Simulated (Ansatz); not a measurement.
HSe2

```cif
data_structure
_symmetry_space_group_name_H-M 'P 1'
_symmetry_Int_Tables_number 1
_cell_length_a 3.0831
_cell_length_b 3.0831
_cell_length_c 12.1747
_cell_angle_alpha 90.000
_cell_angle_beta 90.000
_cell_angle_gamma 120.000
_cell_volume 100.22
loop_
_atom_site_label
_atom_site_type_symbol
_atom_site_fract_x
_atom_site_fract_y
_atom_site_fract_z
_atom_site_occupancy
H1 H 0.33333 0.66667 0.25000 1
H2 H 0.66667 0.33333 0.75000 1
Se1 Se 0.33333 0.66667 0.62110 1
Se2 Se 0.66667 0.33333 0.12110 1
Se3 Se 0.33333 0.66667 0.87890 1
Se4 Se 0.66667 0.33333 0.37890 1
```

Space group P6₃/mmc; built by placing these elements on a known structure type; computed pressure about −8 GPa in this cell.

These are results of Ansatz, DFT, PAW plane waves, PBEsol, not measurements.

Q: What will maps of the valence pseudo-density and electron localisation function show?

A: Se–H (2.37 Å): the density is about 0.32 e/Å³ at the midpoint; the ELF climbs to about 1 towards the hydrogen, as it does in any bond to H.
Bader's partition of the density gives H +0.08 and Se −0.04 e.

Q: How much charge does the calculation move between the atoms?

A: Very little charge moves. Bader charges: H +0.08 and Se −0.04 e.

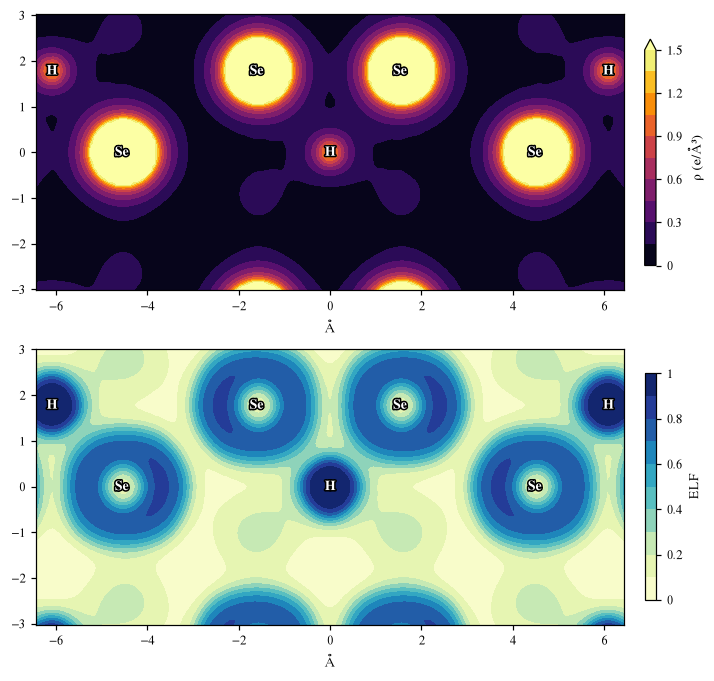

Computed valence pseudo-density and electron localisation function on the (110) plane of the conventional cell, in this order. 
